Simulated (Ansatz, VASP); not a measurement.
**Cross-check of Cr2SbP between VASP and Ansatz**

Aim: how closely do two programs agree when they are given the same cell, functional and k mesh? The cell is invented: As first built, before any earlier steps moved the atoms: it takes the Cr2SbAs structure with some of its atoms replaced by other elements, volume scaled by an estimate. It may not be a known or stable phase. The cell comes out of the VASP series on this material, whose earlier steps may have relaxed, scaled or displaced it; both programs get it as it stands.

Main program and level: Ansatz 0.2.0; plane waves, with VASP 6.6.1 beside it; band structure at r2SCAN with D3(BJ), DFT+U and single point at r2SCAN with D3(BJ), DFT+U.

**1. The starting structure**

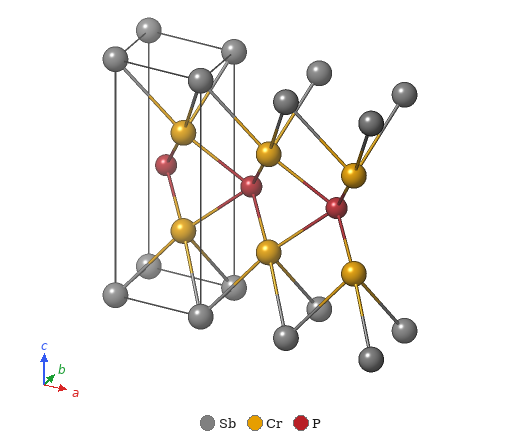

The cell as given, from a free direction (antimony grey, chromium orange, phosphorus red). 3×1×1 cells are drawn. Bonds to atoms that aren't drawn are left out. Some periodic images of atoms are drawn too.

**2. Ansatz: band structure, r2SCAN with D3(BJ), DFT+U**

Ansatz runs on its default PAW (the set named soft_2) files.

Levels along a path test the potential and the projectors away from the mesh points.

input.yaml reads:

```yaml
crystal:
  lattice:
    - [3.5773215348, -3.76e-08, 0.0]
    - [-1.7886603286, 3.0980508534, 0.0]
    - [0.0, 0.0, 7.1173283687]
  atoms:
    - { symbol: Sb, position: [0.0, 0.0, 0.0], spin: -0.176 }
    - { symbol: Cr, position: [0.66666667, 0.33333333, 0.7078437096], spin: 3.981 }
    - { symbol: Cr, position: [0.66666667, 0.33333333, 0.2921562904], spin: 3.981 }
    - { symbol: P, position: [0.33333333, 0.66666667, 0.5], spin: -0.478 }
hamiltonian:
  xc: r2scan
  pseudopotentials: { kind: paw }
  dispersion: d3bj
  hubbard: { sites: [{ species: Cr, l: d, u_eff: 6.2 }] }
magnetization:
  spin_polarized: true
kpoints:
  mp_grid: { grid: [7, 7, 3] }
  band_path:
    path:
      - [0.0, 0.0, 0.0]
      - [0.13333, 0.0, 0.0]
      - [0.3, 0.0, 0.0]
      - [0.46667, 0.0, 0.0]
      - [0.46667, 0.06667, 0.0]
      - [0.41111, 0.17778, 0.0]
      - [0.35556, 0.28889, 0.0]
      - [0.28889, 0.28889, 0.0]
      - [0.17778, 0.17778, 0.0]
      - [0.06667, 0.06667, 0.0]
      - [0.0, 0.0, 0.03333]
      - [0.0, 0.0, 0.2]
      - [0.0, 0.0, 0.36667]
      - [0.0, 0.0, 0.5]
      - [0.16667, 0.0, 0.5]
      - [0.3, 0.0, 0.5]
      - [0.46667, 0.0, 0.5]
      - [0.46667, 0.06667, 0.5]
      - [0.41111, 0.17778, 0.5]
      - [0.35556, 0.28889, 0.5]
      - [0.28889, 0.28889, 0.5]
      - [0.17778, 0.17778, 0.5]
      - [0.06667, 0.06667, 0.5]
      - [0.5, 0.0, 0.46667]
      - [0.5, 0.0, 0.3]
      - [0.5, 0.0, 0.13333]
      - [0.33333, 0.33333, 0.0]
      - [0.33333, 0.33333, 0.16667]
      - [0.33333, 0.33333, 0.33333]
      - [0.33333, 0.33333, 0.5]
    npoints: 1
scf:
  occupations: { method: fermi_dirac, width: 0.05 }
  n_extra_bands: 14
output:
  forces: true
  stress: true
  eigenvalues: true
```

Started as:

```
$ ansatz run input.yaml --threads 2 --pin off --max-ram 4608MiB --backend cpu --events-out ev --progress --plain --runs-dir out
```

Numbers of over 12 decimals in the logs are rounded to 6 here.

What it wrote:

```text
Warning: the atoms were moved onto the symmetric positions of the space group found under crystal.symmetry.tolerance 1.0e-5 (fractional; no operation is sought that the atoms, as they stand in a round, miss by more than twice it, and no atom is moved by as much as it), and the run uses the moved positions. Before a round's move an operation carried an atom to 4.47e-8 Å from where it should land, the largest such dist [...]
Warning: the engine holds no damping parameters fitted to this dispersion correction and functional, so the run takes those fitted to r2scan beside the three-body term, which d3bj leaves out (hamiltonian.dispersion, under Limitations)
Sb: projections on atomic orbitals take those of the free atom [Kr] 4d10 5s2 5p3, of charge +0.00 (hamiltonian.pseudopotentials.projection_atoms); the dataset's partial waves leave at most 3.6e-6 of an orbital's norm unspanned inside its sphere
Cr: projections on atomic orbitals take those of the free atom [Ne] 3s2 3p6 3d5 4s1, of charge +0.00 (hamiltonian.pseudopotentials.projection_atoms); the dataset's partial waves leave at most 7.0e-7 of an orbital's norm unspanned inside its sphere
P: projections on atomic orbitals take those of the free atom [Ne] 3s2 3p3, of charge +0.00 (hamiltonian.pseudopotentials.projection_atoms); the dataset's partial waves leave at most 1.0e-7 of an orbital's norm unspanned inside its sphere
scf.n_extra_bands = 14 over 24 filled bands (N_el = 48.0): the run solves 38 bands
Engine: ansatz 0.2.0, aarch64-unknown-linux-gnu
Pseudopotentials: kind: paw
Pseudopotential: Sb, paw, valence charge 15, recommended cutoff 500 eV (meta_gga), Sb.paw.azcp
Pseudopotential: Cr, paw, valence charge 14, recommended cutoff 500 eV (meta_gga), Cr.paw.azcp
Pseudopotential: P, paw, valence charge 5, recommended cutoff 500 eV (meta_gga), P.paw.azcp
Functional definition: r2SCAN
  parameter k0 = 0.174
  parameter k1 = 0.065
  parameter a1 = 4.9479
  exchange = r2scan_x(k0 = k0, k1 = k1, a1 = a1)
  correlation = r2scan_c
Crystal: 4 atoms, lattice volume = 78.879 Å³
Basis set: ecut = 500 eV, 2041 PW (Γ), exchange–correlation on 108×108×216 points (64 copies of the dense FFT grid, shifted against one another)
Bands: 38, of which v1, the nominal top of the filled ones, is band 24 counted from 1 (23 counted from 0)
Symmetry: 12 space group operations
Space group: P-6m2 (ITA 187), of the structure as read, at distance tolerance 4.3e-5 Å
Magnetic group: BNS 187.209 (UNI 1439), of the structure as read, at distance tolerance 4.3e-5 Å
k-points: 16 of 147 (time reversal used)
Non-local potential: Sb, projectors of the file, l = 0: 2, l = 1: 2, l = 2: 2, l = 3: 2
Non-local potential: Cr, projectors of the file, l = 0: 3, l = 1: 2, l = 2: 3, l = 3: 1
Non-local potential: P, projectors of the file, l = 0: 2, l = 1: 2, l = 2: 2
PAW form: soft (Blöchl's): semilocal exchange-correlation on the pseudo side does not see the compensation charge
PAW frozen core: Sb, regenerated for the run's functional (the file was generated under x = pbe(κ = 0.804, μ = 0.219515), c = pbe(β = 0.066725))
PAW frozen core: Cr, regenerated for the run's functional (the file was generated under x = pbe(κ = 0.804, μ = 0.219515), c = pbe(β = 0.066725))
PAW frozen core: P, regenerated for the run's functional (the file was generated under x = pbe(κ = 0.804, μ = 0.219515), c = pbe(β = 0.066725))
PAW one-centre angular grid: Sb, 590 points (default); XC on 160 Gauss nodes
PAW one-centre angular grid: Cr, 590 points (default); XC on 160 Gauss nodes
PAW one-centre angular grid: P, 302 points (default); XC on 160 Gauss nodes
Initial density: superposition of atomic densities (chi_scale 0.1, normalization cell)
Starting moments: Σ|m| = 8.616 μB on 4 of 4 sites
Initial wavefunctions: pseudopotential atomic-orbital guess
Functional: x = r2scan, c = r2scan; τ floored in thin density (d = 2e-4 eV/Å³)
SCF iter   1: F=—  HF=-14019.671509 eV  |F-HF|=—  |Δ(HF+E_count)|=         —  Δρ=5.42e-2 (↑5.42e-2 ↓3.15e-2)  dr2=4.55e0  dr2_τ=5.30e-2  dr2_m=7.97e-1  M=7.310 μB ∫|m|=8.800 μB  β_m=1.00  ethr=3.10e-3  ⟨swp⟩=7.5  Hψ=5645  notcnv=0  defer=9
preconditioner: auto → Kerker (q_TF=auto, 2.512 Å⁻¹)  [metal: Δε(μ)=0.042 eV  Ē_g=10.869 eV  σ=0.050 eV  W_gap=0.20  n_scr=22 (ndim 8)  ℏωp=19.6 eV  f_vac=0.000  D(μ)=1.54/eV (n_scr^D=4)]
spin=Collinear: Kerker preconditioning applied to the charge; magnetization (m = ρ↑ − ρ↓) channel mixes plain (no charge-response kernel on spin).
SCF iter   2: F=—  HF=-14020.991198 eV  |F-HF|=—  |Δ(HF+E_count)|=    1.32e0  Δρ=2.26e-2 (↑9.94e-3 ↓2.26e-2)  dr2=1.73e0  dr2_τ=2.64e-3  dr2_m=5.86e-2  M=7.319 μB ∫|m|=9.385 μB  β_m=1.00  ethr=3.10e-3  ⟨swp⟩=3.0  Hψ=2349  notcnv=0  defer=143  κ⁻¹=1.0e0(r=1)
SCF iter   3: F=—  HF=-14020.715639 eV  |F-HF|=—  |Δ(HF+E_count)|=   2.76e-1  Δρ=1.17e-2 (↑1.17e-2 ↓1.01e-2)  dr2=5.02e-1  dr2_τ=3.42e-3  dr2_m=3.85e-2  M=7.311 μB ∫|m|=9.701 μB  β_m=1.00  ethr=3.10e-3  ⟨swp⟩=2.2  Hψ=1516  notcnv=0  defer=144  κ⁻¹=2.7e-2(r=2)
[...]
SCF iter  11: F=—  HF=-14020.767948 eV  |F-HF|=—  |Δ(HF+E_count)|=   1.20e-3  Δρ=5.05e-4 (↑5.05e-4 ↓5.04e-4)  dr2=1.05e-5  dr2_τ=2.94e-6  dr2_m=1.82e-4  M=7.306 μB ∫|m|=9.807 μB  β_m=1.20  ethr=1.16e-7  ⟨swp⟩=2.2  Hψ=1992  notcnv=0  defer=144
Mixer restart at iter 11: flushing history
spin-set hold released at iteration 11 (site moments contracting): the magnetisation degrees of freedom join the quasi-Newton model from the next iteration; the mixer history was flushed
SCF iter  12: F=—  HF=-14020.768941 eV  |F-HF|=—  |Δ(HF+E_count)|=   9.93e-4  Δρ=1.36e-4 (↑1.36e-4 ↓8.10e-5)  dr2=7.33e-5  dr2_τ=9.51e-7  dr2_m=5.10e-6  M=7.306 μB ∫|m|=9.820 μB  β_m=1.20  ethr=2.18e-8  ⟨swp⟩=3.4  Hψ=2250  notcnv=0  defer=144  κ⁻¹=1.0e0(r=1)
SCF iter  13: F=—  HF=-14020.769179 eV  |F-HF|=—  |Δ(HF+E_count)|=   2.38e-4  Δρ=6.97e-5 (↑6.97e-5 ↓6.14e-5)  dr2=5.69e-5  dr2_τ=9.11e-8  dr2_m=3.00e-7  M=7.306 μB ∫|m|=9.823 μB  β_m=1.20  ethr=2.18e-8  ⟨swp⟩=2.5  Hψ=1889  notcnv=0  defer=144  κ⁻¹=6.7e-2(r=2)
SCF iter  14: F=—  HF=-14020.769396 eV  |F-HF|=—  |Δ(HF+E_count)|=   2.17e-4  Δρ=3.40e-5 (↑3.40e-5 ↓3.08e-5)  dr2=8.92e-6  dr2_τ=4.30e-8  dr2_m=2.76e-7  M=7.306 μB ∫|m|=9.826 μB  β_m=1.20  ethr=2.18e-8  ⟨swp⟩=2.5  Hψ=1879  notcnv=0  defer=144  κ⁻¹=7.8e-3(r=3)
SCF iter  15: F=—  HF=-14020.769397 eV  |F-HF|=—  |Δ(HF+E_count)|=   8.09e-7  Δρ=2.00e-5 (↑1.86e-5 ↓2.00e-5)  dr2=3.84e-6  dr2_τ=1.57e-8  dr2_m=2.94e-8  M=7.306 μB ∫|m|=9.826 μB  β_m=1.20  ethr=1.86e-8  ⟨swp⟩=2.0  Hψ=1394  notcnv=0  defer=144  κ⁻¹=2.4e-3(r=4)
SCF iter  16: F=—  HF=-14020.769397 eV  |F-HF|=—  |Δ(HF+E_count)|=   1.83e-7  Δρ=1.53e-5 (↑1.31e-5 ↓1.53e-5)  dr2=1.74e-6  dr2_τ=7.22e-9  dr2_m=3.38e-8  M=7.306 μB ∫|m|=9.826 μB  β_m=1.20  ethr=8.00e-9  ⟨swp⟩=1.1  Hψ=1076  notcnv=0  defer=144  κ⁻¹=1.2e-3(r=5)
SCF iter  17: F=—  HF=-14020.769397 eV  |F-HF|=—  |Δ(HF+E_count)|=   1.21e-7  Δρ=8.08e-6 (↑4.94e-6 ↓8.08e-6)  dr2=1.61e-7  dr2_τ=1.90e-9  dr2_m=9.93e-9  M=7.306 μB ∫|m|=9.826 μB  β_m=1.20  ethr=3.63e-9  ⟨swp⟩=2.3  Hψ=1570  notcnv=0  defer=144  κ⁻¹=2.6e-4(r=6)
SCF iter  18: F=-14020.769397 eV  HF=-14020.769397 eV  |F-HF|=2.28e-8  |Δ(HF+E_count)|=   9.53e-9  Δρ=4.35e-6 (↑4.24e-6 ↓4.35e-6)  dr2=6.25e-8  dr2_τ=1.28e-9  dr2_m=2.96e-10  M=7.306 μB ∫|m|=9.826 μB  ethr=2.08e-10  ⟨swp⟩=12.0  Hψ=5921  notcnv=0
WARN: dispersion: an atom stands within reach of a switch of its C6 between two reference coordination numbers of its element: through that C6 alone, e_disp changes by 0.025 eV or more while the distances to its neighbours run over a stretch of 0.05 Å that contains this geometry (sites counted from 0 in the run's list of atoms or, in a supercell that it derives, in that cell's: here a list of 4) — site 1 (Cr): coordination number 5.931 (about 5.56 to 6.30 with every neighbour 0.05 Å farther or nearer), switch near 6.223 between the references 1.827 (weight 1.00) and 10.619 (weight 0.00), e_disp changing by some 0.12 eV; [rest of the remark cut]
SCF 1 converged in 18 iterations: F = -14020.769397 eV  dr2 = 6.25e-8
  greatest PAW one-centre occupation: 1.002 electrons in one spin orbital (limit 2), on the Cr atom at site 2 (counted from 0), in its partial waves of l = 1
this state was not tested for a lower state beside it, because the mixer in use, unlike msr1, does not test its closes by its own steps (another_mixer; see scf.mixing.algorithm and scf.lower_state_search)
NSCF: frozen V_eff on 30 k-points
SCF converged after 18 iterations
Magnetization: 7.3061 μB (27.6531 up, 20.3469 down)
Absolute magnetization: 9.8301 μB (∫|ρ↑−ρ↓|, with the PAW one-centre terms)
Spin contamination: 1.2112 ħ² per cell (⟨S²⟩ above its minimum at these occupations)
Per-site moments (μB) at R_I (Å): [(-0.271423, 1.208951), (3.823562, 1.047949), (3.823562, 1.047949), (-0.685008, 1.047949)]
Free energy (F): -14020.769397 eV
Harris-Foulkes:  -14020.769397 eV  (|F-HF|=2.28e-8)
Internal energy: -14020.760103 eV  (E = F + TS)
E sigma→0 (E₀):  -14020.764750 eV
Entropy (-TS):   -0.009294 eV (-2.324 meV/atom)
Fermi energy:    10.855872 eV
--- Per-component energies (eV) ---
  E_band       = -675.308943
  E_kinetic    = 966.932615
  E_local      = -5051.571691  (includes V_loc(G=0)·N_el)
  E_nonlocal   = 574.117497
  E_hartree    = 2210.834796
  E_xc         = -457.804553
  E_vxc        = -563.785525  (∫ρ·V_xc dr)
  E_hubbard    = 3.400315  (on-site DFT+U / exact-exchange correction)
  E_vhub       = -23.636001  (the Hubbard potential's part of the band-sum identity)
  E_paw        = -7599.878752  (= ΣΔE_a)
  E_vpaw       = -1034.434552  (= ΣTr[D̂ρ^β])
  E_aug_tail   = 0.000474  (compensation charges beyond the density's cutoff)
  E_vtau       = 35.396084  (kinetic-family band-sum trace: ∫τ·v_τ [+ j·A + Jᵃ·Aᵃ] dr)
  E_ewald      = -4665.670875
  E_disp       = -0.990468  (pairwise vdW)
  E_core_change = -0.129460  (= ΣΔE_core)
  E_smearing   = -0.009294  (= −TS)
  E_closure    = 0.000000  (closes the sum)
  Σ components = -14020.769397   (vs F -14020.769397, Δ=0.00e0)
--- Forces (eV/Å), atoms counted from 1 ---
  atom   1  Sb     0.00000000     0.00000000     0.00000000
  atom   2  Cr     0.00000000     0.00000000    -0.10218873
  atom   3  Cr     0.00000000     0.00000000     0.10218873
  atom   4  P     -0.00000000     0.00000000     0.00000000
  max |Σ_I F_I| component: 6.01e-17 eV/Å
--- Stress (GPa, compression-positive) ---
        2.094153       0.000000       0.000000
        0.000000       2.094153       0.000000
        0.000000       0.000000       4.516955
  P = ⅓ Tr σ = 2.9018 GPa (29.018 kbar)
--- Band table (eV; the first three rows and the last of 32) ---
  k-point 0 ↑: bands = [... 20 lower, 6.8634, 7.0385, 7.0385, 7.6265, 8.1022, 8.1022, 11.2954, 13.4358, ... 10 higher]
  k-point 1 ↑: bands = [... 20 lower, 6.8233, 7.1064, 7.1064, 7.5001, 7.9749, 7.9749, 10.2197, 13.7629, ... 10 higher]
  k-point 2 ↑: bands = [... 20 lower, 6.9638, 6.9910, 7.0915, 7.4349, 8.0885, 8.1282, 11.7586, 11.8945, ... 10 higher]
  k-point 15 ↓: bands = [... 20 lower, 9.4607, 14.7477, 15.3420, 16.0574, 16.9525, 17.3139, 17.4928, 18.1276, ... 10 higher]
Occupation matrices written to <dir>
```

Wall time 56 s (2 threads of Arm Neoverse N1, shared host); peak memory 0.58 GiB; 1.8 min of CPU time.

(Continued in part 2 of 3.)

[Lines on the potential files, build, host, timing and source positions are cut from VASP's logs without a mark.]

[Logs are printed without paths, hosts, clocks, repeated set-up lines and the standing remarks that a program may print on its own settings, such as how far it seeks lower states.]

[Hosts, paths, dates, database ids (printed as entryN), source tags and the programs' standing remarks are cut or masked in the printed files.]
